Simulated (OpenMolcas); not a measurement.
# Run report: Tm³⁺ complex, multiconfigurational calculation (part 2 of 2)

The same run, continued: Tm³⁺ with 2 ligands (F; linear, 1.93 Å), with no charges around it. Method: state-averaged CASSCF, active space 12 electrons in the shell 4f, basis ANO-RCC-VDZP on the metal and ANO-RCC-VDZP on the ligands, DKH2 scalar Hamiltonian, spin-orbit coupling by RASSI with atomic mean-field integrals (OpenMolcas).

The program's output (extracts), continued:
```
--- RASSI ---
SPIN-FREE ENERGIES:
  (Shifted by EMIN (a.u.) =     -13753.8146174711)

 SF State       Relative EMIN(au)   Rel lowest level(eV)    D:o, cm**(-1)      Abs_M

     1             0.0000000000        0.0000000000              0.0000         2.0
     2             0.0000000000        0.0000000000              0.0000         2.0
     3             0.0003494157        0.0095080848             76.6879         1.0
     4             0.0003494157        0.0095080848             76.6879         1.0
     5             0.0012685555        0.0345191542            278.4158         0.0
     6             0.0029651007        0.0806845010            650.7644         3.0
     7             0.0029651007        0.0806845010            650.7644         3.0
     8             0.0097000025        0.2639505149           2128.9045         4.0
     9             0.0097000025        0.2639505149           2128.9045         4.0
    10             0.0161637319        0.4398375521           3547.5291         5.0
    11             0.0161637319        0.4398375521           3547.5291         5.0
    12             0.0381637582        1.0384887656           8375.9768         3.0
    13             0.0381637582        1.0384887656           8375.9768         3.0
    14             0.0423763300        1.1531186834           9300.5294         2.0
    15             0.0423763300        1.1531186834           9300.5294         2.0
    22             0.0428747841        1.1666823101           9409.9274         3.0
    23             0.0428747841        1.1666823101           9409.9274         3.0
    16             0.0442839773        1.2050284111           9719.2096         1.0
    17             0.0442839773        1.2050284111           9719.2096         1.0
    24             0.0454812041        1.2376066109           9981.9705         0.0
    25             0.0462508139        1.2585487603          10150.8803         2.0
    26             0.0462508139        1.2585487603          10150.8803         2.0
    27             0.0465767159        1.2674170061          10222.4075         1.0
    28             0.0465767159        1.2674170061          10222.4075         1.0
    18             0.0466453427        1.2692844363          10237.4694         0.0
    29             0.0500486536        1.3618932449          10984.4098         4.0
    30             0.0500486536        1.3618932449          10984.4098         4.0
    31             0.1256656155        3.4195356018          27580.4146         2.0
    32             0.1256656155        3.4195356018          27580.4146         2.0
    33             0.1370212038        3.7285369001          30072.6782         0.0
    34             0.1380806132        3.7573648994          30305.1917         1.0
    35             0.1380806132        3.7573648994          30305.1917         1.0
    36             0.1465485147        3.9877882362          32163.6812         0.0
    37             0.1472881831        4.0079156396          32326.0197         1.0
    38             0.1472881831        4.0079156396          32326.0197         1.0
    39             0.1512886993        4.1167752307          33204.0315         2.0
    40             0.1512886993        4.1167752307          33204.0315         2.0
    41             0.1569583373        4.2710539396          34448.3732         3.0
    42             0.1569583373        4.2710539396          34448.3732         3.0
    43             0.1635156496        4.4494874990          35887.5369         4.0
Eigenvalues of complex Hamiltonian:
   -----------------------------------
  (Shifted by EMIN (a.u.) =     -13753.8146174711)

 SO State       Relative EMIN(au)   Rel lowest level(eV)    D:o, cm**(-1)      Omega

     1            -0.0315193244        0.0000000000              0.0000         2.0
     2            -0.0315193244        0.0000000001              0.0000         2.0
     3            -0.0314187783        0.0027359999             22.0673         1.0
     4            -0.0314187783        0.0027359987             22.0673         1.0
     5            -0.0312097762        0.0084232354             67.9380         0.0
     6            -0.0303568568        0.0316323557            255.1322         3.0
     7            -0.0303568568        0.0316323557            255.1322         3.0
     8            -0.0270047969        0.1228465529            990.8243         4.0
     9            -0.0270047969        0.1228465529            990.8243         4.0
    10            -0.0212271945        0.2800631237           2258.8614         5.0
    11            -0.0212271945        0.2800631237           2258.8614         5.0
    12            -0.0156360252        0.4322065890           3485.9812         6.0
    13            -0.0156360252        0.4322065890           3485.9812         6.0
    14             0.0007776156        0.8788445102           7088.3590         3.0
    15             0.0007776156        0.8788445102           7088.3590         3.0
    16             0.0036664685        0.9574542014           7722.3889         2.0
    17             0.0036664685        0.9574542013           7722.3889         2.0
    18             0.0040775123        0.9686392727           7812.6026         4.0
    19             0.0040775123        0.9686392726           7812.6026         4.0
    20             0.0050937521        0.9962925660           8035.6415         0.0
    21             0.0055615762        1.0090227084           8138.3170         1.0
    22             0.0055615762        1.0090227082           8138.3170         1.0
    23             0.0064734113        1.0338350073           8338.4417         0.0
    24             0.0067813279        1.0422138429           8406.0215         1.0
    25             0.0067813278        1.0422138405           8406.0215         1.0
    26             0.0086482075        1.0930142264           8815.7543         2.0
    27             0.0086482075        1.0930142263           8815.7543         2.0
    28             0.0113940589        1.1677326493           9418.3990         3.0
    29             0.0113940589        1.1677326492           9418.3990         3.0
    30             0.0149931958        1.2656701537          10208.3182         4.0
    31             0.0149931958        1.2656701537          10208.3182         4.0
    32             0.0213772273        1.4393885005          11609.4512         5.0
    33             0.0213772273        1.4393885005          11609.4512         5.0
    34             0.0311545391        1.7054427090          13755.3231         2.0
    35             0.0311545391        1.7054427089          13755.3231         2.0
    36             0.0313393963        1.7104729273          13795.8945         1.0
    37             0.0313393962        1.7104729270          13795.8945         1.0
    38             0.0327317487        1.7483607665          14101.4806         0.0
    39             0.0357863904        1.8314818021          14771.8969         3.0
    40             0.0357863904        1.8314818020          14771.8969         3.0
    41             0.0392275751        1.9251212090          15527.1497         4.0
Weights of the five most important spin-orbit-free states for each spin-orbit state.

 SO State  Total energy (au)           Spin-free states, spin, and weights
 -------------------------------------------------------------------------------------------------------
    1        -0.031519       2 1.0  0.2981    3 1.0  0.2160    4 1.0  0.2160    1 1.0  0.1739    6 1.0  0.0434
    2        -0.031519       1 1.0  0.2981    4 1.0  0.2160    3 1.0  0.2160    2 1.0  0.1739    7 1.0  0.0434
    3        -0.031419       4 1.0  0.5126    5 1.0  0.3132    1 1.0  0.0819    2 1.0  0.0819   38 0.0  0.0067
    4        -0.031419       3 1.0  0.5126    5 1.0  0.3132    2 1.0  0.0819    1 1.0  0.0819   37 0.0  0.0067
    5        -0.031210       5 1.0  0.5129    4 1.0  0.2379    3 1.0  0.2379   36 0.0  0.0062   24 0.0  0.0045
    6        -0.030357       1 1.0  0.2957    2 1.0  0.2957    7 1.0  0.1930    6 1.0  0.1734    8 1.0  0.0171
    7        -0.030357       1 1.0  0.2957    2 1.0  0.2957    6 1.0  0.1930    7 1.0  0.1734    9 1.0  0.0171
    8        -0.027005       7 1.0  0.3733    6 1.0  0.3733    8 1.0  0.1519    9 1.0  0.0869   10 1.0  0.0042
    9        -0.027005       6 1.0  0.3733    7 1.0  0.3733    9 1.0  0.1519    8 1.0  0.0869   11 1.0  0.0042
   10        -0.021227       8 1.0  0.4339    9 1.0  0.4339   11 1.0  0.0636   10 1.0  0.0625   45 0.0  0.0031
   11        -0.021227       9 1.0  0.4339    8 1.0  0.4339   10 1.0  0.0636   11 1.0  0.0625   46 0.0  0.0031
   12        -0.015636      10 1.0  0.4970   11 1.0  0.4970   48 0.0  0.0030   47 0.0  0.0030    9 1.0  0.0000
```

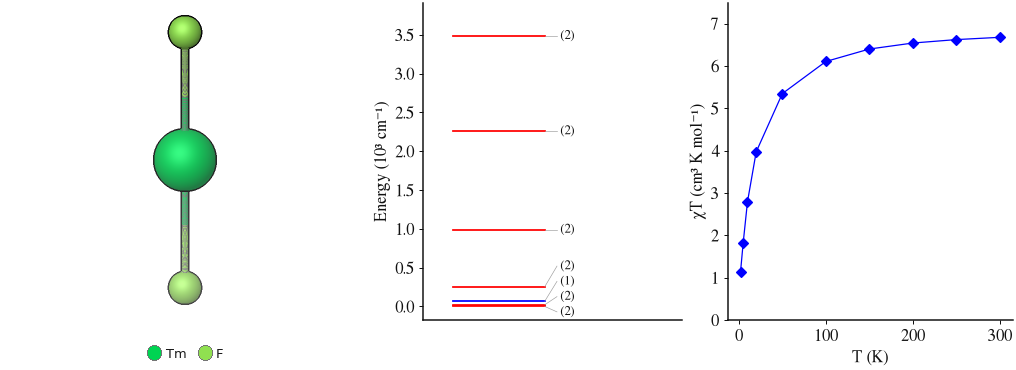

Tm³⁺ (4f¹²) with 2 ligands, F⁻, at 1.93 Å (arrangement: linear, D∞h), and its levels and susceptibility. Labels give the representation in O, Td, D4 or D3 as the site allows (double group for half-integer spin) where it could be assigned and, in brackets, the degeneracy; spin-free states, where drawn, share the zero of the spin-orbit levels. Powder susceptibility by Van Vleck's formula. The ground level is doubly degenerate, 99 % from states of spin multiplicity 3 (of the 28 states of multiplicity 1, 27 enter the spin-orbit step). Its principal g values are 0.00, 0.00 and 4.69, easy-axis. The next level lies at 22 cm⁻¹. The lowest J multiplet spreads over 3,490 cm⁻¹. χT is 1.14 cm³ K mol⁻¹ at 2 K and 6.68 at 300 K, an effective moment of 7.31 μB. The active orbitals hold 98 to 100 % metal character (Löwdin), and the Mulliken charge of the metal is +2.39.

Summary:

| quantity | value |
| --- | --- |
| outcome | converged |
| energy of the lowest spin-free term | −13753.81462 hartree |
| energy of the lowest spin-orbit level | −13753.84614 hartree |
| largest spread among components of a term | 0.0 cm⁻¹ |
| hardware | 1 thread of Arm Neoverse V1, 24 GiB of memory available, shared host |
| wall time | 15 s |
| peak memory | 0.6 GiB |

Notes:

Without dynamic correlation the splittings between terms come out too large, often by 20 to 50 %. Caveats: distances are set from ionic radii, not optimised.
